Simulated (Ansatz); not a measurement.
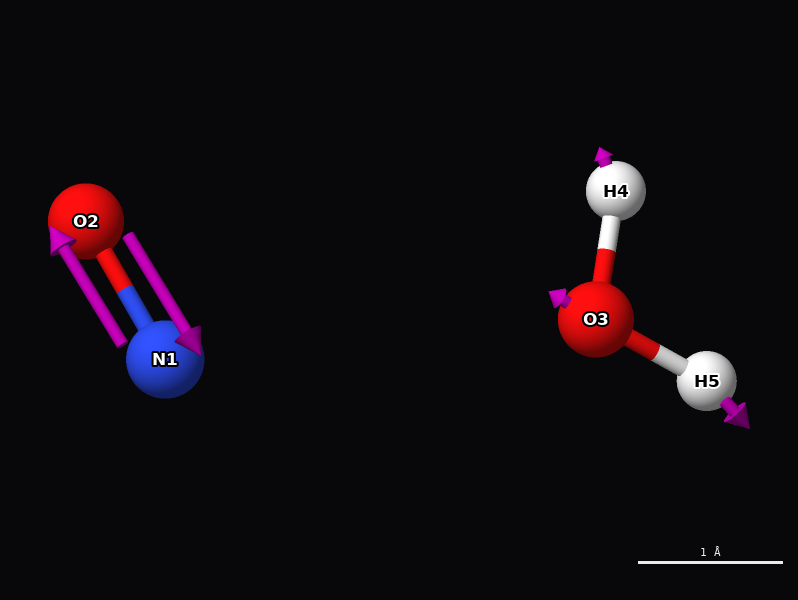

Arrows show the forces on the atoms, 0.4 Å of arrow for 1 eV/Å; forces under a tenth of the largest aren't drawn. The species is neutral and a spin doublet. Level of theory: UHF/def2-SVP (Ansatz).

Along which bond is the force strongest?

N1–O2, now 1.137 Å: the forces pull its atoms together, so a first step downhill shortens it.

List the force components in the frame of the picture (x right, y up, z towards the viewer), in eV/Å.

| atom | Fx | Fy | Fz |
| --- | --- | --- | --- |
| N1 | −1.27 | 2.08 | −0.51 |
| O2 | 1.28 | −2.11 | 0.51 |
| O3 | −0.34 | 0.20 | 0.12 |
| H4 | −0.12 | 0.33 | 0.00 |
| H5 | 0.45 | −0.50 | −0.13 |
